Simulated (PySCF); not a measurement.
In(Vi)(OH)2, C₂H₅InO₂, SMILES C=[CH][In]([OH])[OH], PBE0/def2-SVP optimised geometry. Atoms within 1.6 Å of the plane z = 0.0 Å (x, y, z in Å): In1 (0.38, -0.39, 0.00), C2 (-0.79, 1.38, 0.00), C3 (-2.13, 1.37, 0.03), H4 (-0.27, 2.35, -0.02), H5 (-2.71, 2.30, 0.03), H6 (-2.72, 0.45, 0.05), O7 (2.37, -0.39, 0.00), H8 (2.72, -1.29, 0.00), O9 (-0.29, -2.28, 0.00), H10 (-1.25, -2.35, 0.00).

Method: PBE0/def2-TZVP, def2 effective core potentials past Kr (PySCF). The core electrons that the potentials of In replace are not part of the density. Cells within 0.4 Å of a nucleus heavier than hydrogen are left out (blank, or x).

Map of the Laplacian of the electron density (e/bohr⁵), clipped to [-1.50, 1.50] on the plane z = 0.0 Å:

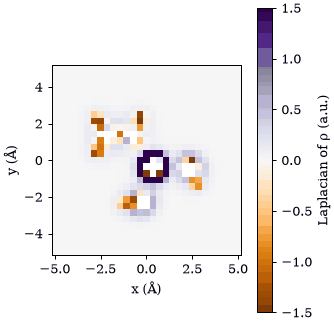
*Laplacian of the electron density (e/bohr⁵), clipped to [-1.50, 1.50] on the plane z = 0.0 Å.*
